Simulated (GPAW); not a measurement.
# free-standing square Ir monolayer, spacing 3.288 A: cost and accuracy of the smearing, part 2 of 2

Aim: see how far moments and order energies of free-standing square Ir monolayer, spacing 3.288 A move with the smearing, and what each rung costs.

GPAW 26.7.0; PBE; plane waves with GPAW's PAW setups, scalar-relativistic.

So far, largest spin moment in the augmentation sphere (μB): step 2 (rung 1 (width 0.4 eV), start ferro +) 0.900; step 4 (rung 2 (width 0.2 eV), start ferro +) 1.72; step 5 (rung 2 (width 0.2 eV), start antiferro q=(1/2,1/2,0) +-) 1.30; step 6 (rung 3 (width 0.1 eV), start ferro +) 1.81; step 7 (rung 3 (width 0.1 eV), start antiferro q=(1/2,1/2,0) +-) 1.28.

**8. Rung 4 (width 0.05 eV), start ferro +**

Input file order1.py:

```python
import json
import numpy as np
from ase import Atoms
from ase.parallel import paropen, parprint
from gpaw import GPAW

atoms = Atoms(['Ir'],
    cell=[[3.288, 0.0, 0.0],
         [0.0, 3.288, 0.0],
         [0.0, 0.0, 14.0]],
    scaled_positions=[[0.0, 0.0, 0.5]],
    pbc=True,
    magmoms=[1.0])
atoms.calc = GPAW(mode={'name': 'pw', 'ecut': 550},
    xc='PBE',
    kpts={'size': (8, 8, 1), 'gamma': True},
    occupations={'name': 'fermi-dirac', 'width': 0.05},
    convergence={'density': 1e-05, 'energy': 1e-05},
    maxiter=200,
    txt='order1.txt')
e = atoms.get_potential_energy(force_consistent=True)
res = {'free_energy': e, 'energy_sigma0': atoms.get_potential_energy(), 'fermi_energy': atoms.calc.get_fermi_level()}
res['moments'] = atoms.get_magnetic_moments().tolist()
res['total'] = atoms.get_magnetic_moment()
parprint('site moments (muB):', np.round(res['moments'], 3))
parprint(f"total moment: {res['total']:.3f} muB")
parprint(f'free energy: {e:.6f} eV')
atoms.calc.write('order1.gpw')
with paropen('results.json', 'w') as f:
    json.dump(res, f)
```

The run is started by

```bash
OMP_NUM_THREADS=1 python3 order1.py > order1.log
```

Output:

```text
site moments (muB): [1.848]
total moment: 2.110 muB
free energy: -4.288964 eV

--- order1.txt ---
Input parameters:
  mode=PW(ecut=550),
  convergence={'density': 1e-05, 'energy': 1e-05},
  kpts=MonkhorstPack(size=(8, 8, 1), gamma=True),
  maxiter=200,
  occupations=Occupations(name='fermi-dirac', width=0.05),
  xc=XC(name='PBE')

Diagonalizing LCAO Hamiltonian
Converting LCAO to pw mode
   .-------.
  /|       |
[...]
|          3 |        -7.322 |     1.000 |        -6.798 |     1.000 |
|          4 |        -6.105 |     1.000 |        -5.258 |     1.000 |
[...]
|          8 |        -4.210 |     1.000 |        -2.780 |     0.000 |
|          9 |        -1.300 |     0.000 |        -0.907 |     0.000 |
|         10 |         1.522 |     0.000 |         1.569 |     0.000 |
|         11 |         2.708 |     0.000 |         2.746 |     0.000 |

No gap
No difference between direct/indirect transitions


[key lines of the parts left out:]
Free energy:      -4.288964
Converged in 14 steps
dipole moment: (-11.726356, -11.726356, 0.000004)  # |e|*Ang
Fermi level: -3.587
```

Wall time 29 s (1 MPI rank of Arm Neoverse V2, shared host); peak memory 0.22 GiB.

Read from the output:

```yaml
magnetization: 2.110 μB
final_state: ferromagnetic
largest_moment: 1.848 μB
```

The largest moment moves by +0.04 μB from rung 3, at 0.99 times its CPU time.

**9. Rung 4 (width 0.05 eV), start antiferro q=(1/2,1/2,0) +-**

Input file order2.py:

```python
import json
import numpy as np
from ase import Atoms
from ase.parallel import paropen, parprint
from gpaw import GPAW

atoms = Atoms(['Ir', 'Ir'],
    cell=[[6.576, 0.0, 0.0],
         [3.288, 3.288, 0.0],
         [0.0, 0.0, 14.0]],
    scaled_positions=[[0.0, 0.0, 0.5],
         [0.5, 0.0, 0.5]],
    pbc=True,
    magmoms=[1.0, -1.0])
atoms.calc = GPAW(mode={'name': 'pw', 'ecut': 550},
    xc='PBE',
    kpts={'size': (4, 8, 1), 'gamma': True},
    occupations={'name': 'fermi-dirac', 'width': 0.05},
    convergence={'density': 1e-05, 'energy': 1e-05},
    maxiter=200,
    txt='order2.txt')
e = atoms.get_potential_energy(force_consistent=True)
res = {'free_energy': e, 'energy_sigma0': atoms.get_potential_energy(), 'fermi_energy': atoms.calc.get_fermi_level()}
res['moments'] = atoms.get_magnetic_moments().tolist()
res['total'] = atoms.get_magnetic_moment()
parprint('site moments (muB):', np.round(res['moments'], 3))
parprint(f"total moment: {res['total']:.3f} muB")
parprint(f'free energy: {e:.6f} eV')
atoms.calc.write('order2.gpw')
with paropen('results.json', 'w') as f:
    json.dump(res, f)
```

The run is started by

```bash
OMP_NUM_THREADS=1 python3 order2.py > order2.log
```

Output:

```text
UserWarning: Initial realspace grid (36,27,80) inconsistent with symmetries.
UserWarning: Using symmetrized grid: (36,36,80).

site moments (muB): [ 1.23  -1.231]
total moment: -0.000 muB
free energy: -8.279206 eV

--- order2.txt ---
Input parameters:
  mode=PW(ecut=550),
  convergence={'density': 1e-05, 'energy': 1e-05},
  kpts=MonkhorstPack(size=(4, 8, 1), gamma=True),
  maxiter=200,
[...]
|          8 |        -5.279 |     1.000 |        -5.279 |     1.000 |
|          9 |        -5.150 |     1.000 |        -5.150 |     1.000 |
[...]
|         18 |         1.138 |     0.000 |         1.138 |     0.000 |
|         19 |         1.413 |     0.000 |         1.413 |     0.000 |
|         20 |         1.413 |     0.000 |         1.413 |     0.000 |
|         21 |         1.543 |     0.000 |         1.543 |     0.000 |

No gap
No difference between direct/indirect transitions


[key lines of the parts left out:]
Free energy:      -8.279206
Converged in 18 steps
dipole moment: (-46.790338, -23.395171, 0.000008)  # |e|*Ang
Fermi level: -3.428
```

Wall time 3.3 min (1 MPI rank); peak memory 0.48 GiB.

Numbers from this step:

```yaml
magnetization: 0 μB
final_state: antiferromagnetic
largest_moment: 1.231 μB
```

This start lies +149.4 meV a seeded atom from the first, a change of +9.3 meV since rung 3; its largest moment is 1.23 μB.

**10. Rung 5 (width 0.02 eV), start ferro +**

order1.py is the script of step 8 with these lines changed:

```diff
@@ -16,3 +16,3 @@
     kpts={'size': (8, 8, 1), 'gamma': True},
-    occupations={'name': 'fermi-dirac', 'width': 0.05},
+    occupations={'name': 'fermi-dirac', 'width': 0.02},
     convergence={'density': 1e-05, 'energy': 1e-05},
```

The run is started by

```bash
OMP_NUM_THREADS=1 python3 order1.py > order1.log
```

Output:

```text
site moments (muB): [1.86]
total moment: 2.125 muB
free energy: -4.278220 eV

--- order1.txt ---
Input parameters:
  mode=PW(ecut=550),
  convergence={'density': 1e-05, 'energy': 1e-05},
  kpts=MonkhorstPack(size=(8, 8, 1), gamma=True),
  maxiter=200,
  occupations=Occupations(name='fermi-dirac', width=0.02),
  xc=XC(name='PBE')

Diagonalizing LCAO Hamiltonian
Converting LCAO to pw mode
   .-------.
  /|       |
[...]
|          3 |        -7.331 |     1.000 |        -6.801 |     1.000 |
|          4 |        -6.118 |     1.000 |        -5.264 |     1.000 |
[...]
|          8 |        -4.228 |     1.000 |        -2.785 |     0.000 |
|          9 |        -1.304 |     0.000 |        -0.909 |     0.000 |
|         10 |         1.523 |     0.000 |         1.568 |     0.000 |
|         11 |         2.708 |     0.000 |         2.743 |     0.000 |

No gap
No difference between direct/indirect transitions


[key lines of the parts left out:]
Free energy:      -4.278220
Converged in 14 steps
dipole moment: (-11.727310, -11.727310, 0.000004)  # |e|*Ang
Fermi level: -3.584
```

Elapsed: 28 s, on 1 MPI rank; peak memory 0.22 GiB.

Read from the output:

```
magnetization  : 2.125 μB
final state    : ferromagnetic
largest moment : 1.860 μB
```

The largest moment moves by +0.01 μB from rung 4, at 0.99 times its CPU time.

**11. Rung 5 (width 0.02 eV), start antiferro q=(1/2,1/2,0) +-**

order2.py is the script of step 9 with these lines changed:

```diff
@@ -17,3 +17,3 @@
     kpts={'size': (4, 8, 1), 'gamma': True},
-    occupations={'name': 'fermi-dirac', 'width': 0.05},
+    occupations={'name': 'fermi-dirac', 'width': 0.02},
     convergence={'density': 1e-05, 'energy': 1e-05},
```

The run is started by

```bash
OMP_NUM_THREADS=1 python3 order2.py > order2.log
```

Output:

```text
UserWarning: Initial realspace grid (36,27,80) inconsistent with symmetries.
UserWarning: Using symmetrized grid: (36,36,80).

site moments (muB): [ 1.198 -1.199]
total moment: -0.001 muB
free energy: -8.247713 eV

--- order2.txt ---
Input parameters:
  mode=PW(ecut=550),
  convergence={'density': 1e-05, 'energy': 1e-05},
  kpts=MonkhorstPack(size=(4, 8, 1), gamma=True),
  maxiter=200,
[...]
|          8 |        -5.271 |     1.000 |        -5.271 |     1.000 |
|          9 |        -5.141 |     1.000 |        -5.141 |     1.000 |
[...]
|         18 |         1.140 |     0.000 |         1.139 |     0.000 |
|         19 |         1.414 |     0.000 |         1.414 |     0.000 |
|         20 |         1.414 |     0.000 |         1.414 |     0.000 |
|         21 |         1.543 |     0.000 |         1.543 |     0.000 |

No gap
No difference between direct/indirect transitions


[key lines of the parts left out:]
Free energy:      -8.247713
Converged in 22 steps
dipole moment: (-46.787981, -23.394002, 0.000008)  # |e|*Ang
Fermi level: -3.452
```

Elapsed: 3.6 min, on 1 MPI rank; peak memory 0.48 GiB.

This step gave:

```yaml
magnetization: 0 μB
final_state: antiferromagnetic
largest_moment: 1.199 μB
```

This start lies +154.4 meV a seeded atom from the first, a change of +5.0 meV since rung 4; its largest moment is 1.20 μB.

**12. The rungs together**

Ladder, by row:

```csv
rung,smearing (eV),state from the first start,state from the second start,second less first (meV a seeded atom),"moment, first (μB)","moment, second (μB)",CPU time (s)
1,0.4,ferromagnetic,antiferromagnetic,2.623,0.9,0.7454,207.9
2,0.2,ferromagnetic,antiferromagnetic,83.16,1.716,1.295,196.9
3,0.1,ferromagnetic,antiferromagnetic,140.1,1.807,1.279,240.9
4,0.05,ferromagnetic,antiferromagnetic,149.4,1.848,1.231,226.4
5,0.02,ferromagnetic,antiferromagnetic,154.4,1.86,1.199,243.1
```

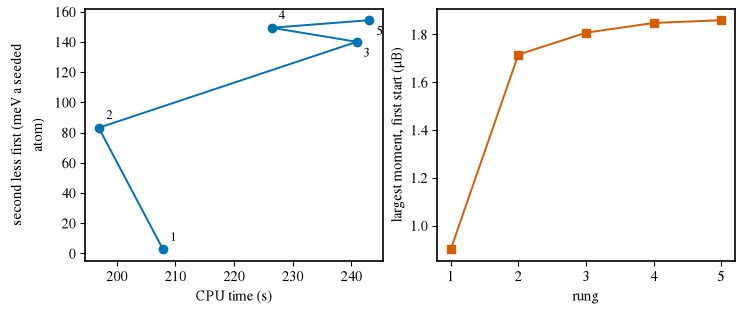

Result against cost, rungs numbered as in the table, and the moment by rung.

**13. Results**

- range of the moment in the table, first start: 0.900 to 1.86 μB
- range of CPU time: 3.3 min to 4.1 min
- range of the energy difference: 2.62 to 154 meV a seeded atom
- first rung from which all stay within 7.7 meV of the last: 4

**Reading.** From rung 4 on the result stays within 5.0 meV of the last rung, inside the margin of 7.7 meV set for it, at 93 % of the last rung's cost. The first start ends lower on every rung of the table; whether functional and cell give the true order is another question. The mesh stays the same, and a narrow smearing needs a finer one, so the last rung is no sure reference.

[Logs and program files are shortened in this print: banners, set-up blocks, solver, clock and traceback lines can be left out without a mark of their own.]

[Logs are printed without paths, hosts, clocks, repeated set-up lines and the standing remarks that a program may print on its own settings, such as how far it seeks lower states.]

[Hosts, paths, dates, database ids (printed as entryN), source tags and the programs' standing remarks are cut or masked in the printed files.]

[Where a cell is said to come from a database of computed structures, the database is the Materials Project.]
